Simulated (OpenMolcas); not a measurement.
**Multiconfigurational calculation for I⁶⁺**

I⁶⁺. Computed at this level: state-averaged XMS-CASPT2, IPEA shift 0.25, imaginary shift 0.1 hartree, closed shells 4d correlated, active space 1 electron in the shells 5s 5p, basis ANO-RCC-VQZP, DKH2 scalar Hamiltonian, spin-orbit coupling by RASSI with atomic mean-field integrals (OpenMolcas).

## Input file
```
&GATEWAY
Coord
1

I 0.0 0.0 0.0
Basis=ANO-RCC-VQZP
Group=XYZ
NoMove
AngMom=0.0 0.0 0.0
AMFI
&SEWARD
&RASSCF
FileOrb=start.orb
Symmetry=1
Spin=2
nActEl=1 0 0
Inactive=14 9
Ras2=1 3
CIRoot=1 1 1
SDav=1
CIMx=300
Iter=120 100
PrWF=0.3
OrbListing=Nothing
MaxOrb=0
Atom
>>> COPY $Project.JobIph JOB001
&RASSCF
FileOrb=start.orb
Symmetry=2
Spin=2
nActEl=1 0 0
Inactive=14 9
Ras2=1 3
CIRoot=3 3 1
SDav=3
CIMx=300
Iter=120 100
PrWF=0.3
OrbListing=Nothing
MaxOrb=0
Atom
>>> COPY $Project.JobIph JOB002
&RASSI
NrOfJobIphs=2 1 3
1
1 2 3
IphNames
JOB001
JOB002
EJob
SpinOrbit
DIPRint=1.0
SOCoupling=1000.0
Subsets=2
MEES
Property=10
'ANGMOM' 1 'ANGMOM' 2 'ANGMOM' 3 'MLTPL  1' 1 'MLTPL  1' 2 'MLTPL  1' 3
'AMFI' 1 'AMFI' 2 'AMFI' 3 'MLTPL  2' 6
SOProperty=3
'ANGMOM' 1 'ANGMOM' 2 'ANGMOM' 3
>>> COPY JOB001 $Project.JobIph
&CASPT2
Multistate=1 1
Frozen=9 9
IPEA=0.25
Imaginary=0.1
MaxIter=60
WThr=0.0 0.3 0.05
PrWF=0.5
NoMix
>>> COPY JOB002 $Project.JobIph
&CASPT2
XMultistate=3 1 2 3
Frozen=9 9
IPEA=0.25
Imaginary=0.1
MaxIter=60
WThr=0.0 0.3 0.05
PrWF=0.5
NoMix
```

The file start.orb holds starting orbitals from an earlier step. A driver script formed the levels outside the program, from RASSI's spin-orbit matrix and the CASPT2 energies (for multi-state variants, the effective Hamiltonian), averaged over the components of each term or state. The log and the time are those of the CASPT2 step.

## Log (extracts)
```
--- CASPT2 ---
Orbital specifications:
      -----------------------

      Symmetry species                           1   2
                                                ag  au
      Frozen orbitals                            9   9
      Inactive orbitals                          5   0
      Active orbitals                            1   3
      Secondary orbitals                        36  30
      Deleted orbitals                           0   0
      Number of basis functions                 51  42
Type of calculation                        SS-CASPT2
      Fock operator                              state-specific
      IPEA shift                                 0.25
      Real shift                                 0.00
      Imaginary shift                            0.10
      The input orbitals will be transformed to quasi-canonical
Reference energy:       -7102.8342975921
      E2 (Non-variational):      -0.4112475658
      Shift correction:          -0.0000541569
      E2 (Variational):          -0.4113017227
      Total energy:           -7103.2455993148
      Residual norm:              0.0000003664
      Reference weight:           0.95725
      Contributions to the CASPT2 correlation energy
      Active & Virtual Only:         -0.0000000000
      One Inactive Excited:          -0.0595499523
      Two Inactive Excited:          -0.3516976134
::    CASPT2 Root  1     Total energy:  -7103.24559931
--- CASPT2 ---
Orbital specifications:
      -----------------------

      Symmetry species                           1   2
                                                ag  au
      Frozen orbitals                            9   9
      Inactive orbitals                          5   0
      Active orbitals                            1   3
      Secondary orbitals                        36  30
      Deleted orbitals                           0   0
      Number of basis functions                 51  42
Type of calculation                        XMS-CASPT2
      Fock operator                              state-average
      IPEA shift                                 0.25
      Real shift                                 0.00
      Imaginary shift                            0.10
      The input orbitals will be transformed to quasi-canonical
      The input states will be rotated to diagonalize the Fock operator
Reference energy:       -7102.3204754959
      E2 (Non-variational):      -0.4021564053
      Shift correction:          -0.0000585856
      E2 (Variational):          -0.4022149910
      Total energy:           -7102.7226904869
      Residual norm:              0.0000000346
      Reference weight:           0.95743
      Contributions to the CASPT2 correlation energy
      Active & Virtual Only:         -0.0000000000
      One Inactive Excited:          -0.0504528634
      Two Inactive Excited:          -0.3517035420
Reference energy:       -7102.3204754958
      E2 (Non-variational):      -0.4021562806
      Shift correction:          -0.0000585859
      E2 (Variational):          -0.4022148665
      Total energy:           -7102.7226903623
      Residual norm:              0.0000000346
      Reference weight:           0.95743
      Contributions to the CASPT2 correlation energy
      Active & Virtual Only:         -0.0000000000
      One Inactive Excited:          -0.0504530914
      Two Inactive Excited:          -0.3517031892
::    XMS-CASPT2 Root  1     Total energy:  -7102.72269049
::    XMS-CASPT2 Root  2     Total energy:  -7102.72269036
::    XMS-CASPT2 Root  3     Total energy:  -7102.72269036
```

## Spin-orbit levels, grouped by J and assigned

| Configuration | Level | E (cm⁻¹) | LS purity (%) | Landé g |
| --- | --- | --- | --- | --- |
| 5s | ²S₁/₂ | 0 | 100 | 2.002 |
| 5p | ²P°₁/₂ | 106,400 | 100 | 0.666 |
| 5p | ²P°₃/₂ | 119,000 | 100 | 1.334 |

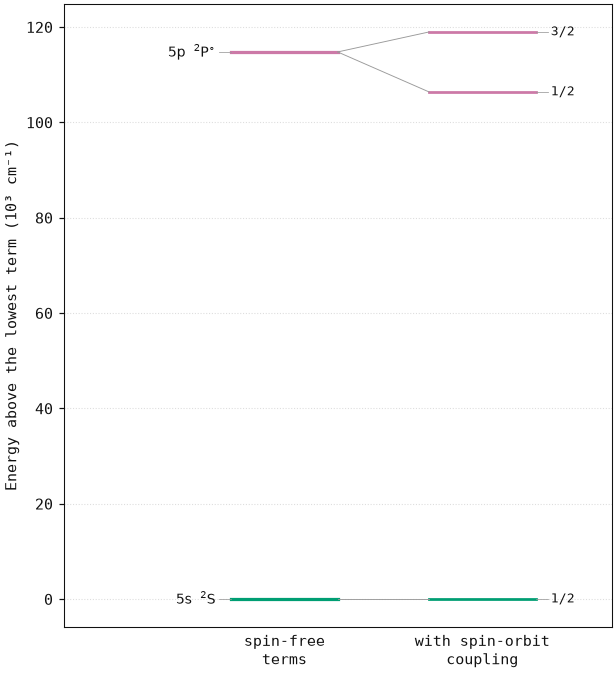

**Figure 1.** Terms of I⁶⁺ without and with spin-orbit coupling; numbers at the right are J. 5s ²S (at 0) gives the one level J = 1/2; 5p ²P° (at 115,000 cm⁻¹) splits over 12,600 cm⁻¹ into J = 1/2, 3/2 from the bottom up (normal). The ground level lies 0 below the lowest term.

## Results in brief

```
                                 quantity                                        value
                                  outcome                                    converged
                             lowest level                                     5s ²S₁/₂
                      first excited level  5p ²P°₁/₂, 106,382 cm⁻¹ (measured: 104,960)
      energy of the lowest spin-free term                          −7103.24560 hartree
    energy of the lowest spin-orbit level                          −7103.24560 hartree
                CASPT2 correlation energy                              −0.4113 hartree
largest spread among components of a term                                     0.0 cm⁻¹
                  lowest reference weight                                        0.957
                                 hardware                    1 CPU thread, shared host
                                wall time                                        1.1 s
```
